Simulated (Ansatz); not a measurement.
**Nudged elastic band of Si3N3H13 (part 2 of 2)**

The same run, continued: Si3N3H13; RKS PBE/def2-SVP (Ansatz 0.2.0). It belongs to a series of runs on one base structure; here: band between the two ends.

Geometry of the input (Å):
```
Si -0.2737  0.2700  0.0396
Si -0.6901  0.3338  2.3619
H  -1.7624  1.3692  2.6302
H  -1.2257  -0.9730  2.8898
H  0.5230  0.7378  3.1507
H  1.1586  0.4610  -0.3718
N  -1.1422  1.6275  -0.6365
H  -2.0853  1.8491  -0.3087
H  -1.0143  1.9143  -1.6107
N  -0.6159  -1.3937  -0.4964
H  -1.5537  -1.7672  -0.3122
H  -0.3501  -1.6319  -1.4592
N  1.3213  -2.1628  1.7418
H  0.6930  -2.1895  0.9167
Si 3.0429  -2.3183  1.4832
H  3.5564  -3.6985  1.1178
H  3.4190  -1.3953  0.3550
H  3.7638  -1.9114  2.7421
H  0.9056  -2.6784  2.5229
```

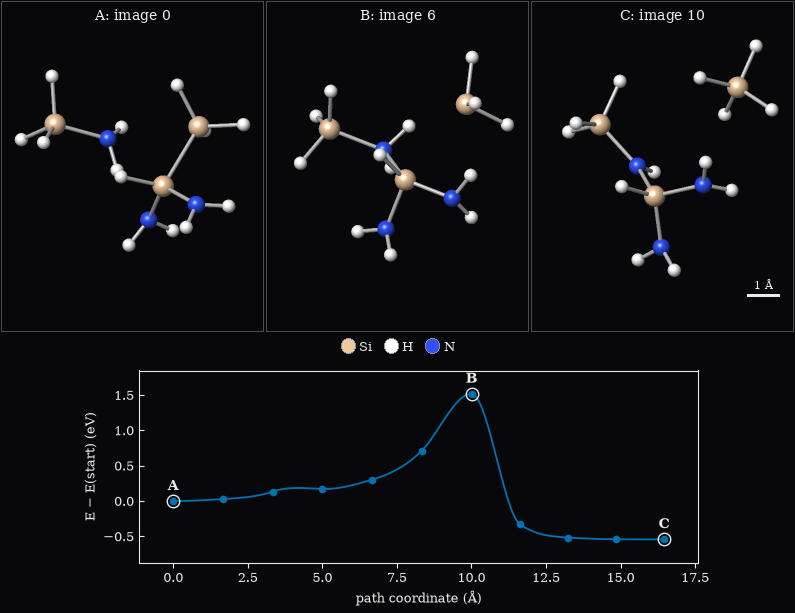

**Figure 1.** Images of the last band (counted from 0; ball-and-stick, seen at a tilt) above the energy along the path; the line is a cubic interpolation that uses the forces. The highest image is number 6, 1.518 eV above the start and 2.059 eV above the end (the climbing image); the end lies 0.540 eV below the start. The path is 16.46 Å long. The band converged in 31 iterations.

```
Total energy: -28285.55887115 eV, -1039.4751158742 hartree
Atom 0 at     0.205695    -0.308853     0.052173 Å, force     0.023987     0.012310    -0.011804 eV/Å
Atom 1 at    -0.349864     0.539493     2.948527 Å, force    -0.004917    -0.006131    -0.004007 eV/Å
Atom 2 at    -1.869107     0.468833     3.072798 Å, force    -0.002829     0.004180     0.006288 eV/Å
Atom 3 at     0.107916     0.542899     4.405239 Å, force     0.001650    -0.000919    -0.001562 eV/Å
Atom 4 at    -0.140896     2.001733     2.552222 Å, force    -0.001471    -0.001781    -0.003503 eV/Å
Atom 5 at     1.521381     0.409442     0.064554 Å, force    -0.003150    -0.002195    -0.006075 eV/Å
Atom 6 at    -1.076706     0.861095    -0.149685 Å, force     0.009830    -0.017413     0.029354 eV/Å
Atom 7 at    -2.025297     0.478131    -0.229922 Å, force     0.000659     0.000577    -0.003698 eV/Å
Atom 8 at    -1.083975     1.631386     0.530560 Å, force    -0.005105    -0.000402    -0.005492 eV/Å
Atom 9 at    -0.192542    -1.353431    -1.293167 Å, force    -0.016668    -0.003078    -0.006820 eV/Å
Atom 10 at     0.358736    -2.182809    -1.521411 Å, force     0.010224     0.000628     0.006485 eV/Å
Atom 11 at    -0.531907    -0.898242    -2.144547 Å, force     0.001067     0.003371    -0.002168 eV/Å
Atom 12 at     0.771699    -1.873092     1.159192 Å, force    -0.028981     0.007315    -0.014843 eV/Å
Atom 13 at     0.079700    -2.635941     1.073864 Å, force     0.005059    -0.006776    -0.005035 eV/Å
Atom 14 at     2.511939    -2.396613     1.063416 Å, force     0.000786     0.000150     0.005525 eV/Å
Atom 15 at     2.668924    -3.730083     1.732216 Å, force    -0.003059     0.001128     0.000388 eV/Å
Atom 16 at     2.895859    -2.487245    -0.384478 Å, force    -0.000733    -0.001447     0.000036 eV/Å
Atom 17 at     3.303127    -1.340814     1.767372 Å, force    -0.000413    -0.000220    -0.000078 eV/Å
Atom 18 at     0.515720    -1.283189     2.057477 Å, force     0.014064     0.010699     0.017010 eV/Å
Dipole moment:     0.269092    -0.961169    -0.864161 e Å
this run last wrote the band of iteration 31 to [file]
```

## The last band as extended XYZ (Å, eV, eV/Å)
```
19
Properties=species:S:1:pos:R:3:forces:R:3 image=0 energy=-28287.07728
Si   -0.2737    0.2700    0.0396   -0.0126   0.0146  -0.0049
Si   -0.6901    0.3338    2.3619    0.0084   0.0001  -0.0055
H    -1.7624    1.3692    2.6302   -0.0004  -0.0008  -0.0006
H    -1.2257   -0.9730    2.8898   -0.0007   0.0030  -0.0029
H     0.5230    0.7378    3.1507    0.0012   0.0012   0.0012
H     1.1586    0.4610   -0.3718    0.0021  -0.0021   0.0018
N    -1.1422    1.6275   -0.6365   -0.0059  -0.0117   0.0185
H    -2.0853    1.8491   -0.3087    0.0037   0.0106  -0.0152
H    -1.0143    1.9143   -1.6107   -0.0016  -0.0085   0.0123
N    -0.6159   -1.3937   -0.4964    0.0147  -0.0060  -0.0100
H    -1.5537   -1.7672   -0.3122   -0.0058   0.0045   0.0039
H    -0.3501   -1.6319   -1.4592   -0.0027  -0.0049  -0.0003
N     1.3213   -2.1628    1.7418    0.0052   0.0032   0.0020
H     0.6930   -2.1895    0.9167   -0.0033  -0.0008  -0.0027
Si    3.0429   -2.3183    1.4832    0.0077  -0.0001  -0.0028
H     3.5564   -3.6985    1.1178   -0.0025   0.0131   0.0034
H     3.4190   -1.3953    0.3550   -0.0030  -0.0081   0.0153
H     3.7638   -1.9114    2.7421   -0.0042  -0.0056  -0.0110
H     0.9056   -2.6784    2.5229   -0.0003  -0.0017  -0.0025
19
Properties=species:S:1:pos:R:3:forces:R:3 image=1 energy=-28287.04857
Si   -0.2601    0.2938    0.1622    0.0002   0.0038  -0.0058
Si   -0.9776    0.3941    2.4029   -0.0038  -0.0032   0.0101
H    -2.3752    0.9724    2.4394    0.0045   0.0115  -0.0034
H    -1.0460   -0.9386    3.1004   -0.0043  -0.0080  -0.0069
H    -0.0951    1.3133    3.2033    0.0116  -0.0064   0.0011
H     1.2102    0.4795   -0.0698   -0.0018   0.0004  -0.0030
N    -1.0047    1.6797   -0.5981   -0.0037   0.0038   0.0096
H    -2.0000    1.8818   -0.4814   -0.0046   0.0012   0.0037
H    -0.6522    2.0563   -1.4812   -0.0035  -0.0109  -0.0139
N    -0.5847   -1.3580   -0.4092   -0.0009  -0.0070  -0.0017
H    -1.5382   -1.7188   -0.2938   -0.0024   0.0030   0.0002
H    -0.2542   -1.5988   -1.3513    0.0058  -0.0021   0.0018
N     1.4540   -2.1627    1.7640    0.0002   0.0108   0.0042
H     0.7259   -2.1873    1.0281    0.0012   0.0067  -0.0044
Si    3.1027   -2.4801    1.2949   -0.0011  -0.0010   0.0009
H     3.5191   -3.9348    1.1884   -0.0051  -0.0004  -0.0040
H     3.2956   -1.8631   -0.0645    0.0043   0.0081   0.0040
H     4.0521   -1.8439    2.2769    0.0027  -0.0056   0.0075
H     1.0988   -2.5423    2.6453    0.0008  -0.0049   0.0000
19
Properties=species:S:1:pos:R:3:forces:R:3 image=2 energy=-28286.94351
Si   -0.2205    0.2972    0.1828   -0.0120   0.0030   0.0040
Si   -1.0197    0.3962    2.4053   -0.0040  -0.0001   0.0305
H    -2.5290    0.4875    2.3991   -0.0094   0.0063  -0.0211
H    -0.6567   -0.7443    3.3215   -0.0007  -0.0114  -0.0073
H    -0.5137    1.6688    3.0387    0.0017  -0.0025  -0.0041
H     1.2604    0.5421    0.1097   -0.0030  -0.0109   0.0015
N    -0.8905    1.5947   -0.7922    0.0045  -0.0189   0.0028
H    -1.8953    1.7899   -0.7652   -0.0005   0.0034   0.0081
H    -0.3649    2.4715   -0.8499    0.0067  -0.0055  -0.0112
N    -0.6055   -1.2961   -0.4577    0.0490  -0.0385   0.0022
H    -1.4591   -1.7589   -0.1393   -0.1313   0.0355   0.0052
H    -0.5127   -1.4135   -1.4733    0.0215  -0.0343   0.0157
N     1.4272   -2.3921    1.7179    0.0521   0.0079   0.0472
H     0.6709   -2.4870    1.0333   -0.0261   0.1160  -0.0953
Si    3.0815   -2.5380    1.2206    0.0065  -0.0065  -0.0065
H     3.7458   -3.8675    1.5127    0.0098  -0.0056   0.0072
H     3.0982   -2.3428   -0.2711    0.0036   0.0150   0.0039
H     3.9392   -1.4862    1.8791    0.0385  -0.0094   0.0073
H     1.1146   -2.4786    2.6845   -0.0069  -0.0433   0.0099
19
Properties=species:S:1:pos:R:3:forces:R:3 image=3 energy=-28286.90553
Si   -0.2353    0.3533    0.1538    0.0073  -0.0056  -0.0034
Si   -0.9589    0.4273    2.4085   -0.0233   0.0053   0.0297
H    -2.4661    0.4842    2.4832   -0.0076  -0.0014  -0.0154
H    -0.5311   -0.7108    3.3080    0.0089  -0.0160   0.0051
H    -0.4484    1.6908    3.0623    0.0090   0.0022  -0.0141
H     1.2571    0.6190    0.1229    0.0040   0.0244  -0.0007
N    -0.9158    1.6648   -0.7871    0.0080   0.0108   0.0008
H    -1.9308    1.7997   -0.7619    0.0015   0.0066  -0.0046
H    -0.4411    2.5702   -0.7423   -0.0046   0.0071  -0.0115
N    -0.8421   -1.1120   -0.5779   -0.0283   0.0164  -0.0008
H    -0.5085   -1.9781   -0.1415    0.0343   0.0259   0.0247
H    -0.7253   -1.1607   -1.5968    0.0107  -0.0185   0.0225
N     1.2661   -2.5373    1.6295    0.0048  -0.0049   0.0035
H     0.7427   -3.4125    1.5281    0.0053  -0.0416   0.0090
Si    2.9571   -2.5444    1.1404    0.0104   0.0057   0.0060
H     3.7450   -3.7555    1.5877    0.0075   0.0030  -0.0029
H     3.0435   -2.4848   -0.3601    0.0063  -0.0203  -0.0038
H     3.5963   -1.3251    1.7433   -0.0375   0.0046  -0.0213
H     1.0660   -2.1454    2.5563   -0.0164  -0.0039  -0.0228
19
Properties=species:S:1:pos:R:3:forces:R:3 image=4 energy=-28286.77381
Si   -0.1053    0.2391    0.1779   -0.0071   0.0164   0.0105
Si   -0.7152    0.4527    2.4562   -0.0081  -0.0010   0.0029
H    -2.1966    0.2442    2.6615   -0.0182  -0.0166  -0.0222
H    -0.0163   -0.3477    3.5384   -0.0048  -0.0341  -0.0310
H    -0.4393    1.9021    2.7948   -0.0114  -0.0096   0.0082
H     1.3489    0.6545    0.0772   -0.0167   0.0127  -0.0035
N    -1.0430    1.4967   -0.6318    0.0191   0.0336  -0.0502
H    -2.0581    1.3510   -0.5906   -0.0170   0.0501   0.0013
H    -0.8424    2.4597   -0.3462   -0.0027   0.0492  -0.0342
N    -0.5977   -1.1854   -0.7183   -0.0336   0.0208   0.0418
H     0.0170   -1.9982   -0.6430   -0.0161   0.0066   0.0281
H    -0.7470   -0.9549   -1.7081   -0.0044  -0.0160  -0.0014
N     1.0974   -2.3236    1.5527    0.0334  -0.0219   0.0171
H     0.4134   -3.0501    1.3165    0.0167  -0.0254   0.0323
Si    2.7926   -2.5957    1.1744    0.0107  -0.0060  -0.0069
H     3.3670   -3.8986    1.6789    0.0358  -0.0053  -0.0047
H     2.9528   -2.5730   -0.3222    0.0049  -0.0343   0.0073
H     3.5536   -1.4612    1.7958    0.0133   0.0018  -0.0036
H     0.8884   -1.9689    2.4925    0.0061  -0.0207   0.0081
19
Properties=species:S:1:pos:R:3:forces:R:3 image=5 energy=-28286.36211
Si    0.0552   -0.0303    0.2673   -0.0393   0.0709   0.0858
Si   -0.5252    0.5568    2.5589   -0.0440  -0.0056  -0.1294
H    -2.0024    0.4279    2.8522   -0.0305  -0.0136  -0.0467
H     0.1684    0.0501    3.8222    0.0209  -0.1312  -0.1636
H    -0.2282    2.0417    2.5544   -0.0311   0.0069   0.0048
H     1.4787    0.4647    0.1318   -0.0190   0.0210   0.0069
N    -1.0580    1.1999   -0.4035   -0.0041   0.0911  -0.0922
H    -2.0105    0.8123   -0.4565   -0.0109   0.0886  -0.0534
H    -1.1229    2.0464    0.1735   -0.0223   0.1171  -0.0907
N    -0.3827   -1.3071   -0.8939   -0.0572   0.0172   0.1246
H     0.3311   -2.0080   -1.1186   -0.0173   0.0456   0.1080
H    -0.6824   -0.8792   -1.7805   -0.0530   0.0004   0.1034
N     0.9190   -2.0635    1.3772    0.0284  -0.0184   0.0554
H     0.1801   -2.7064    1.0631    0.0394  -0.0349  -0.0030
Si    2.6127   -2.5228    1.1262    0.0526  -0.0322   0.0108
H     2.9473   -3.8698    1.7095    0.0919  -0.0293  -0.0141
H     2.8652   -2.5469   -0.3547   -0.0095  -0.0285   0.0070
H     3.4287   -1.4574    1.7930    0.0415  -0.0242  -0.0039
H     0.6964   -1.7655    2.3345    0.0636  -0.1410   0.0902
19
Properties=species:S:1:pos:R:3:forces:R:3 image=6 energy=-28285.55882
Si    0.2057   -0.3089    0.0522    0.0240   0.0123  -0.0118
Si   -0.3499    0.5395    2.9485   -0.0049  -0.0061  -0.0040
H    -1.8691    0.4688    3.0728   -0.0028   0.0042   0.0063
H     0.1079    0.5429    4.4052    0.0016  -0.0009  -0.0016
H    -0.1409    2.0017    2.5522   -0.0015  -0.0018  -0.0035
H     1.5214    0.4094    0.0646   -0.0032  -0.0022  -0.0061
N    -1.0767    0.8611   -0.1497    0.0098  -0.0174   0.0294
H    -2.0253    0.4781   -0.2299    0.0007   0.0006  -0.0037
H    -1.0840    1.6314    0.5306   -0.0051  -0.0004  -0.0055
N    -0.1925   -1.3534   -1.2932   -0.0167  -0.0031  -0.0068
H     0.3587   -2.1828   -1.5214    0.0102   0.0006   0.0065
H    -0.5319   -0.8982   -2.1445    0.0011   0.0034  -0.0022
N     0.7717   -1.8731    1.1592   -0.0290   0.0073  -0.0148
H     0.0797   -2.6359    1.0739    0.0051  -0.0068  -0.0050
Si    2.5119   -2.3966    1.0634    0.0008   0.0001   0.0055
H     2.6689   -3.7301    1.7322   -0.0031   0.0011   0.0004
H     2.8959   -2.4872   -0.3845   -0.0007  -0.0014   0.0000
H     3.3031   -1.3408    1.7674   -0.0004  -0.0002  -0.0001
H     0.5157   -1.2832    2.0575    0.0141   0.0107   0.0170
19
Properties=species:S:1:pos:R:3:forces:R:3 image=7 energy=-28287.40337
Si    0.2947   -0.5408   -0.2591    0.0236  -0.0533  -0.0741
Si   -0.4354    0.5813    3.3242   -0.0156   0.0236   0.0839
H    -1.9268    0.4060    3.2373   -0.0101  -0.0048   0.0382
H    -0.0384    0.6888    4.7705   -0.0353   0.0320   0.0865
H    -0.0702    1.8822    2.6555    0.0327  -0.0237   0.0255
H     1.5089    0.3543   -0.2825    0.0045  -0.0192  -0.0787
N    -1.0239    0.5230    0.1112    0.0202  -0.0725   0.0493
H    -2.0011    0.2528   -0.0117    0.0148  -0.0361   0.0490
H    -0.9192    1.4460    0.5336    0.0562  -0.0348   0.0014
N    -0.2580   -1.4062   -1.6553   -0.0092  -0.0014  -0.0779
H     0.2691   -2.2416   -1.9175   -0.0281  -0.0118  -0.1008
H    -0.6113   -0.9054   -2.4722   -0.0143   0.0019  -0.0822
N     0.8323   -1.8426    0.8117    0.0110   0.0072  -0.0853
H     0.1536   -2.5784    1.0353    0.0045   0.0139  -0.0127
Si    2.5213   -2.2861    1.0057   -0.0083   0.0092  -0.0115
H     2.5948   -3.6028    1.7324   -0.0409   0.0173   0.0093
H     3.2106   -2.4545   -0.3281    0.0664  -0.0126   0.0190
H     3.2960   -1.2515    1.7788   -0.0075   0.0019   0.0080
H     0.2734   -0.5820    2.6868   -0.0646   0.1632   0.1530
19
Properties=species:S:1:pos:R:3:forces:R:3 image=8 energy=-28287.59274
Si    0.3381   -0.6440   -0.5400   -0.0002  -0.0034  -0.0089
Si   -0.5626    0.5711    3.5503   -0.0025  -0.0005   0.0027
H    -2.0152    0.3915    3.2054   -0.0014   0.0020  -0.0001
H    -0.4320    0.6797    5.0451   -0.0072   0.0015   0.0055
H    -0.0590    1.8469    2.9335    0.0029  -0.0007   0.0069
H     1.5548    0.1817   -0.8744    0.0015  -0.0054  -0.0136
N    -0.8183    0.5081    0.0544    0.0138   0.0063   0.0063
H    -1.7791    0.2524    0.2890    0.0061  -0.0038   0.0015
H    -0.5311    1.3807    0.4995    0.0047  -0.0018  -0.0024
N    -0.5242   -1.5078   -1.7763   -0.0135  -0.0042   0.0026
H    -0.0984   -2.3506   -2.1681   -0.0063  -0.0028  -0.0089
H    -1.0347   -0.9841   -2.4910   -0.0073   0.0002  -0.0041
N     0.9861   -1.8959    0.5115    0.0037   0.0014  -0.0081
H     0.3103   -2.5726    0.8820    0.0027  -0.0006  -0.0036
Si    2.6443   -2.1319    1.0299   -0.0010   0.0018   0.0070
H     2.7672   -3.5376    1.5569    0.0006   0.0010  -0.0016
H     3.5930   -1.9552   -0.1261    0.0085   0.0062   0.0053
H     3.0971   -1.1933    2.1233   -0.0046   0.0031   0.0047
H     0.2339   -0.5964    3.0514   -0.0007  -0.0003   0.0088
19
Properties=species:S:1:pos:R:3:forces:R:3 image=9 energy=-28287.61701
Si    0.3851   -0.6823   -0.6176   -0.0008  -0.0009  -0.0004
Si   -0.6626    0.5132    3.5329    0.0000   0.0005  -0.0002
H    -2.0592    0.5949    2.9801    0.0000   0.0004  -0.0004
H    -0.7420    0.5485    5.0349   -0.0007  -0.0004  -0.0002
H     0.1326    1.6986    3.0632    0.0004  -0.0005   0.0004
H     1.5952    0.0252   -1.1675    0.0001  -0.0005  -0.0009
N    -0.6177    0.5981   -0.0026    0.0001   0.0006   0.0002
H    -1.5573    0.4298    0.3619    0.0007   0.0001   0.0002
H    -0.2182    1.4671    0.3544    0.0013   0.0001  -0.0006
N    -0.6853   -1.5837   -1.6504    0.0018   0.0022  -0.0001
H    -0.3552   -2.4648   -2.0505   -0.0018  -0.0003   0.0005
H    -1.2680   -1.0736   -2.3184   -0.0013  -0.0020   0.0006
N     1.0651   -1.8983    0.4579   -0.0003  -0.0001  -0.0003
H     0.3743   -2.5520    0.8458    0.0005  -0.0002   0.0001
Si    2.6939   -2.0662    1.0787    0.0001   0.0003   0.0001
H     3.1569   -3.4996    0.9929    0.0006   0.0000  -0.0011
H     3.5995   -1.2022    0.2471    0.0002   0.0020   0.0009
H     2.8399   -1.6505    2.5244   -0.0005  -0.0009   0.0010
H    -0.0068   -0.7597    3.0891   -0.0004  -0.0005   0.0002
19
Properties=species:S:1:pos:R:3:forces:R:3 image=10 energy=-28287.61756
Si    0.3599   -0.6634   -0.6291   -0.0043   0.0022   0.0124
Si   -0.5687    0.3903    3.4668   -0.0034  -0.0078  -0.0032
H    -1.7054    1.2359    2.9596    0.0104  -0.0076   0.0010
H    -0.5889    0.4273    4.9708    0.0024   0.0060   0.0076
H     0.7393    0.9441    2.9805   -0.0116  -0.0012   0.0001
H     1.5550    0.1029   -1.1293    0.0043   0.0039  -0.0020
N    -0.7301    0.5655   -0.0580   -0.0009  -0.0001  -0.0075
H    -1.6661    0.3444    0.2868   -0.0036   0.0007   0.0047
H    -0.3862    1.4520    0.3133    0.0030   0.0028  -0.0010
N    -0.6177   -1.6182   -1.7047    0.0128  -0.0199   0.0058
H    -0.2235   -2.4783   -2.0928   -0.0046   0.0009   0.0028
H    -1.2016   -1.1403   -2.3945   -0.0079   0.0136  -0.0086
N     1.0452   -1.8423    0.4833    0.0086  -0.0176  -0.0022
H     0.3707   -2.5396    0.8219    0.0105   0.0089  -0.0052
Si    2.6367   -1.9145    1.2094   -0.0095   0.0083   0.0015
H     3.2490   -3.2864    1.0638   -0.0018   0.0013   0.0000
H     3.5089   -0.9098    0.5100   -0.0051  -0.0042   0.0041
H     2.6362   -1.5982    2.6878   -0.0022  -0.0026  -0.0065
H    -0.7423   -1.0289    3.0110    0.0030   0.0122  -0.0037
```

## Key numbers

| quantity | value |
| --- | --- |
| outcome | converged |
| barrier, forward | 1.518 eV |
| barrier, backward | 2.059 eV |
| hardware | 4 threads of Intel Xeon @ 2.50GHz (Skylake/Cascade Lake), 12 GiB of memory available, shared host |
| wall time | 12 min (CPU time 43 min) |
| peak memory | 0.28 GiB |

## Remarks

The order of the saddle point was not checked.
